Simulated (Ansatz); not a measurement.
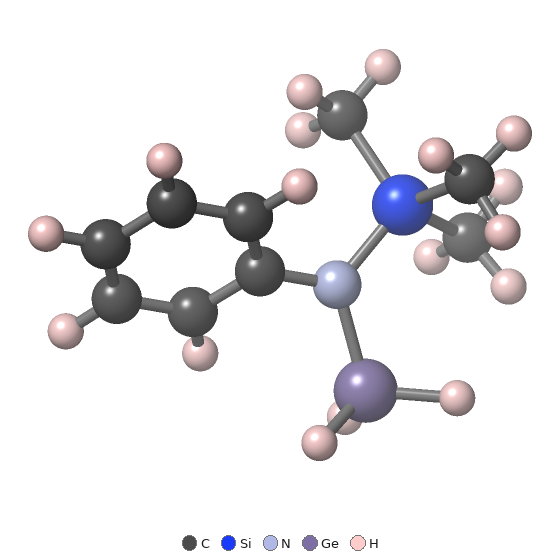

Geometry used (C₉H₁₇GeNSi, SMILES C[Si](C)(C)[N]([GeH3])c1ccccc1, singlet).

Kohn-Sham orbital energies near the frontier, LC-wPBE/def2-TZVPP, the Ansatz code, at a PBE0-D4/def2-TZVP geometry (no frequency check), isolated molecule; empty levels in grey, levels within 0.03 eV side by side.

### Where do the frontier orbitals lie?

HOMO at −8.53 eV, LUMO at 1.89 eV, 10.42 eV apart.

### List the levels.

| orbital | energy (eV) |
| --- | --- |
| LUMO+5 | 3.57 |
| LUMO+4 | 3.51 |
| LUMO+3 | 3.13 |
| LUMO+2 | 2.71 |
| LUMO+1 | 2.09 |
| LUMO | 1.89 |
| HOMO | −8.53 |
| HOMO−1 | −9.77 |
| HOMO−2 | −10.39 |
| HOMO−3 | −11.22 |
| HOMO−4 | −11.57 |
| HOMO−5 | −12.05 |
| HOMO−6 | −12.43 |

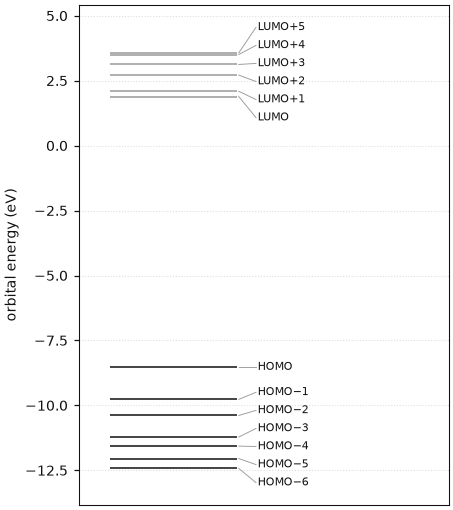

Caveats: no scalar relativity up to krypton; one conformer of a flexible molecule; empty levels above zero depend strongly on the basis.
